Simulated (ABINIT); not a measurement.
**Quasiparticle gap of InP (F-43m) in ABINIT**

Aim: the G0W0 gap of InP (F-43m) on PBE, step by step.

Method: PBE and many-body steps on it, plane waves, in ABINIT 10.8.3.

The database entry behind the starting cell differs from later determinations by our own check (0.1 to 0.3 % short, probably kX units), so it need not match the best structure at ambient conditions.

**1. Starting point**

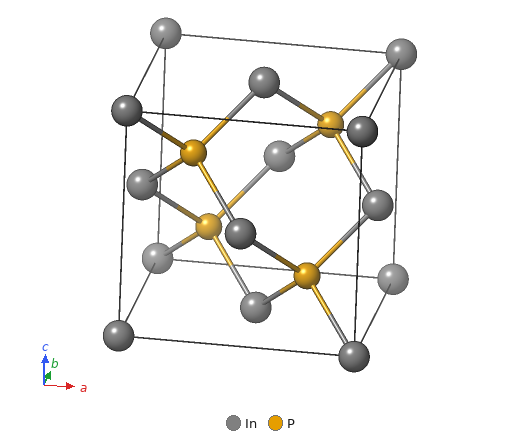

The cell as given, slightly off an axis (indium grey, phosphorus orange). This picture shows the conventional cell, with its axes. Bonds to atoms that aren't drawn are left out. Some periodic images of atoms are drawn too.

The cell and positions come from the Crystallography Open Database and are kept as given unless a step says otherwise.

**2. Ground state**

This step: ABINIT 10.8.3; DFT, PBE, plane waves, norm-conserving pseudopotentials.

The ground-state density comes first.

The input, run.abi:

```
acell 3*1.0 Angstrom
rprim 
  0.000000000000 2.930500000000 2.930500000000
  2.930500000000 -0.000000000000 2.930500000000
  2.930500000000 2.930500000000 0.000000000000
ntypat 2
znucl 49 15
natom 2
typat 1 2
xred 
  0.000000000000 0.000000000000 0.000000000000
  0.250000000000 0.250000000000 0.250000000000
pp_dirpath "pseudos"
pseudos "In.upf, P.upf"
ecut 33
ngkpt 6 6 6
nshiftk 1
shiftk 0 0 0
kptopt 1
chksymbreak 0
nband 18
occopt 1
tolvrs 1e-10
nstep 60
prtwf 0
optforces 0
optstress 0
indata_prefix "in"
outdata_prefix "out"
tmpdata_prefix "tmp"
```

Command:

```sh
$ OMP_NUM_THREADS=1 mpirun -n 8 abinit run.abi > log
```

Numbers of over 12 decimals in the logs are rounded to 6 here.

What it wrote:

```text
.Version 10.8.3 of ABINIT. v10.8.2 released Aug 2026.

 Symmetries : space group F-4 3 m (#216); Bravais cF (face-center cubic)
================================================================================
 Values of the parameters that define the memory need of the present run
     intxc =       0    ionmov =       0      iscf =       7    lmnmax =       6
     lnmax =       6     mgfft =      45  mpssoang =       3    mqgrid =    3001
     natom =       2  nloc_mem =       1    nspden =       1   nspinor =       1
    nsppol =       1      nsym =      24    n1xccc =    2501    ntypat =       2
    occopt =       1   xclevel =       2
-    mband =          18        mffmem =           1         mkmem =           2
       mpw =        3100          nfft =       91125          nkpt =          16
================================================================================
  Rough estimation (10% accuracy) of disk space for files :
================================================================================

--------------------------------------------------------------------------------
------------- Echo of variables that govern the present computation ------------
--------------------------------------------------------------------------------
 -outvars: echo values of preprocessed input variables --------
            acell      1.8897261259E+00  1.8897261259E+00  1.8897261259E+00 Bohr

      chksymbreak           0
             ecut      3.30000000E+01 Hartree
-          fftalg         312

              ixc     -101130
              kpt      0.00000000E+00  0.00000000E+00  0.00000000E+00
                       1.66666667E-01  0.00000000E+00  0.00000000E+00
                       3.33333333E-01  0.00000000E+00  0.00000000E+00
                       5.00000000E-01  0.00000000E+00  0.00000000E+00
                       1.66666667E-01  1.66666667E-01  0.00000000E+00
                       3.33333333E-01  1.66666667E-01  0.00000000E+00
                       5.00000000E-01  1.66666667E-01  0.00000000E+00
                      -3.33333333E-01  1.66666667E-01  0.00000000E+00
                      -1.66666667E-01  1.66666667E-01  0.00000000E+00
   [... 5 further rows ...]
                      -3.33333333E-01  3.33333333E-01  1.66666667E-01
                      -3.33333333E-01  5.00000000E-01  1.66666667E-01
         kptrlatt        6    0    0      0    6    0      0    0    6
          kptrlen      4.69901511E+01
P           mkmem           2
            natom           2
            nband          18
            ngfft          45      45      45
             nkpt          16
            nstep          60
             nsym          24
           ntypat           2
              occ      2.000000  2.000000  2.000000  2.000000  2.000000  2.000000
                       2.000000  2.000000  2.000000  2.000000  2.000000  2.000000
                       2.000000  0.000000  0.000000  0.000000  0.000000  0.000000
        optforces           0
        optstress           0
            prtwf           0
            rprim      0.0000000000E+00  2.9305000000E+00  2.9305000000E+00
[...]
spgroup         216

           tolvrs      1.00000000E-10

             xred      0.0000000000E+00  0.0000000000E+00  0.0000000000E+00
[...]
znucl       49.00000   15.00000

================================================================================

 chkinp: Checking input parameters for consistency.

================================================================================
== DATASET  1 ==================================================================
-   mpi_nproc: 8, omp_nthreads: 1 (-1 if OMP is not activated)

--- !DatasetInfo
iteration_state: {dtset: 1, }
dimensions: {natom: 2, nkpt: 16, mband: 18, nsppol: 1, nspinor: 1, nspden: 1, mpw: 3100, }
cutoff_energies: {ecut:  33.0, pawecutdg:  -1.0, }
electrons: {nelect:   2.60000000E+01, charge:   0.00000000E+00, occopt:   1.00000000E+00, tsmear:   1.00000000E-02, }

 Real(R)+Recip(G) space primitive vectors, cartesian coordinates (Bohr,Bohr^-1):
 R(1)=  0.0000000  5.5378424  5.5378424  G(1)= -0.0902879  0.0902879  0.0902879
 R(2)=  5.5378424  0.0000000  5.5378424  G(2)=  0.0902879 -0.0902879  0.0902879
 R(3)=  5.5378424  5.5378424  0.0000000  G(3)=  0.0902879  0.0902879 -0.0902879
 Unit cell volume ucvol=  3.3966576E+02 bohr^3
 Angles (23,13,12)=  6.00000000E+01  6.00000000E+01  6.00000000E+01 degrees

 getcut: wavevector=  0.0000  0.0000  0.0000  ngfft=  45  45  45
         ecut(hartree)=     33.000   => boxcut(ratio)=   2.17258

--- Pseudopotential description ------------------------------------------------
- In Generated using ONCVPSP code by D. R. Hamann
- 49.00000  21.00000  171031                  znucl, zion, pspdat
12 -101130 2 -1 1964                          pspcod,pspxc,lmax,lloc,mmax
     nproj     2     2     2
  pspatm : epsatm=   33.77322108
         --- l  ekb(1:nproj) -->
[...]
pspatm: atomic psp has been read  and splines computed

- P Generated using ONCVPSP code by D. R. Hamann
- 15.00000   5.00000  171031                  znucl, zion, pspdat
12 -101130 2 -1 1298                          pspcod,pspxc,lmax,lloc,mmax
     nproj     2     2     2
  pspatm : epsatm=    8.05910421
         --- l  ekb(1:nproj) -->
[...]
2   -3.154982   -0.827415
 pspatm: atomic psp has been read  and splines computed

   1.08764046E+03                                ecore*ucvol(ha*bohr**3)
--------------------------------------------------------------------------------

_setup2: Arith. and geom. avg. npw (full set) are    3076.875    3076.851

================================================================================

--- !BeginCycle
iteration_state: {dtset: 1, }
solver: {iscf: 7, nstep: 60, nline: 4, wfoptalg: 0, }
tolerances: {tolvrs: 1.00E-10, }

     iter   Etot(hartree)      deltaE(h)  residm     vres2
 ETOT  1  -205.97379630002    -2.060E+02 2.231E-01 2.035E+02
 ETOT  2  -206.37873386066    -4.049E-01 1.252E-02 2.815E+01
 ETOT  3  -206.38174677282    -3.013E-03 2.083E-02 7.750E-01
 ETOT  4  -206.38178877304    -4.200E-05 7.453E-04 6.304E-02
 ETOT  5  -206.38179190036    -3.127E-06 1.917E-04 6.390E-03
 ETOT  6  -206.38179338651    -1.486E-06 1.096E-03 2.070E-03
 ETOT  7  -206.38179369326    -3.067E-07 7.848E-05 4.100E-06
 ETOT  8  -206.38179369380    -5.420E-10 2.939E-04 8.570E-08
 ETOT  9  -206.38179369381    -1.276E-11 1.631E-05 3.250E-09
 ETOT 10  -206.38179369381    -2.530E-12 5.739E-05 2.705E-10
 ETOT 11  -206.38179369381    -6.253E-13 3.083E-06 1.165E-11

 At SCF step   11       vres2   =  1.17E-11 < tolvrs=  1.00E-10 =>converged.

--- !ResultsGS
iteration_state: {dtset: 1, }
comment   : Summary of ground state results
lattice_vectors:
- [  0.0000000,   5.5378424,   5.5378424, ]
- [  5.5378424,  -0.0000000,   5.5378424, ]
- [  5.5378424,   5.5378424,   0.0000000, ]
lattice_lengths: [   7.83169,    7.83169,    7.83169, ]
lattice_angles: [ 60.000,  60.000,  60.000, ] # degrees, (23, 13, 12)
lattice_volume:   3.3966576E+02
convergence: {deltae: -6.253E-13, res2:  1.165E-11, residm:  3.083E-06, diffor:  0.000E+00, }
etotal    :  -2.06381794E+02
entropy   :   0.00000000E+00
fermie    :   1.82435607E-01
cartesian_stress_tensor: null
pressure_GPa: null
xred      :
- [  0.0000E+00,   0.0000E+00,   0.0000E+00, In]
- [  2.5000E-01,   2.5000E-01,   2.5000E-01,  P]
cartesian_forces: null
force_length_stats: {min: null, max: null, mean: null, }

 Integrated electronic density in atomic spheres:
 ------------------------------------------------
 Atom  Sphere_radius  Integrated_density
    1        2.00000         17.85064401
    2        2.00000          2.75896772
================================================================================

 ----iterations are completed or convergence reached----

 Mean square residual over all n,k,spin=   10.723E-09; max=  30.825E-07
 reduced coordinates (array xred) for    2 atoms
       0.000000000000      0.000000000000      0.000000000000
       0.250000000000      0.250000000000      0.250000000000
 rms dE/dt=  0.0000E+00; max dE/dt=  0.0000E+00; dE/dt below (all hartree)
    1       0.000000000000      0.000000000000      0.000000000000
    2       0.000000000000      0.000000000000      0.000000000000

 cartesian coordinates (angstrom) at end:
    1      0.000000     0.000000     0.000000
    2      1.465250     1.465250     1.465250
 length scales=  1.889726125908  1.889726125908  1.889726125908 bohr
              =  1.000000000000  1.000000000000  1.000000000000 angstroms
 prteigrs : about to open file out_EIG
 Fermi (or HOMO) energy (hartree) =   0.18244   Average Vxc (hartree)=  -0.34806
 Eigenvalues (hartree) for nkpt=  16  k points:
 kpt#   1, nband= 18, wtk=  0.00463, kpt=  0.0000  0.0000  0.0000 (reduced coord)
  -4.04594   -2.51987   -2.51987   -2.51987   -0.33970   -0.33970   -0.33970   -0.33420
  -0.33420   -0.24085    0.18244    0.18244    0.18244    0.20849    0.33265    0.33265
   0.33265    0.49824
 prteigrs : prtvol=0 or 1, do not print more k-points.

--- !EnergyTerms
iteration_state     : {dtset: 1, }
comment             : Components of total free energy in Hartree
kinetic             :  7.02144370806368E+01
hartree             :  7.44753590612905E+01
xc                  : -3.01419855988576E+01
Ewald energy        : -1.04054616797132E+02
psp_core            :  3.20209033028539E+00
local_psp           : -2.04256010233885E+02
non_local_psp       : -1.58210675361525E+01
total_energy        : -2.06381793693814E+02
total_energy_eV     : -5.61593470234075E+03
band_energy         : -2.64771403849233E+01

== END DATASET(S) ==============================================================
================================================================================

 -outvars: echo values of variables after computation  --------
           etotal     -2.0638179369E+02
            nband          18
             nkpt          16
          spgroup         216
 [... the other variables as echoed above ...]

 Calculation completed.
```

Run time: 5.6 s. Hardware: 8 MPI ranks of INTEL XEON PLATINUM 8581C at 2.30GHz (Emerald Rapids), shared host; peak memory 0.67 GiB.

Numbers from this step:

* total energy: -5615.9347 eV
* gap: 0.7089 eV
* k of the valence top: 0, 0, 0
* k of the conduction bottom: 0, 0, 0
* least direct gap: 0.7089 eV

The gap is direct, at Γ.

[end of part 1 of 3]

[Paths, hosts, dates, memory and timing lines, banners, echoed tables and standing remarks are left out of the program output.]

[Logs are printed without paths, hosts, clocks, repeated set-up lines and the standing remarks that a program may print on its own settings, such as how far it seeks lower states.]

[Runs of the session that timed out or met a known fault of the program may be left out.]

[Hosts, paths, dates, database ids (printed as entryN), source tags and the programs' standing remarks are cut or masked in the printed files.]

[G0W0 gaps are taken among the corrected bands and points alone; a level outside them can change the order at an edge.]

[Where Ansatz stands beside ABINIT at settings called matched, ABINIT's density can come from a denser mesh and the files from another edition; pairs whose starting gaps differed by over 0.03 eV were left out, so agreement reads better than it is.]
